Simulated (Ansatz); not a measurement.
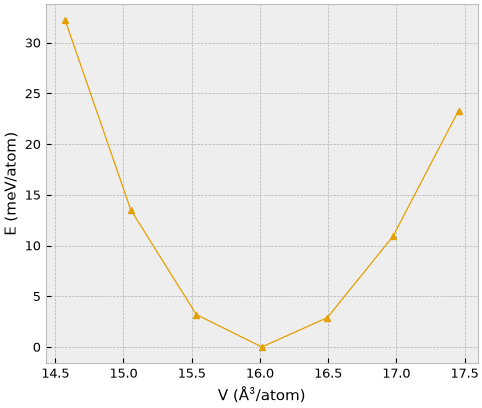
*LiAl$_{3}$ (Cu3Au type, Pm-3m) under volume change, PBEsol in the plane-wave PAW code Ansatz, scaled uniformly.*

Task: What does a third-order Birch–Murnaghan fit give for V₀, B₀ and B′?

Result: V₀ = 16.02 Å³/atom, B₀ = 67.0 GPa, B′ = 4.3.

The workflow started from a Materials Project entry (that database holds measured and hypothetical structures alike); the Crystallography Open Database copy checked does not list it. With Li and Al taken as one species the cell has the higher symmetry Fm-3m, so it may be an ordered model of a mixed-site phase. Its standing as an ambient phase is unchecked. The cell was relaxed with PBEsol under the symmetry of its start; of distortions, only those at the zone centre were tested.

Potentials: the later of the program's two PAW sets.
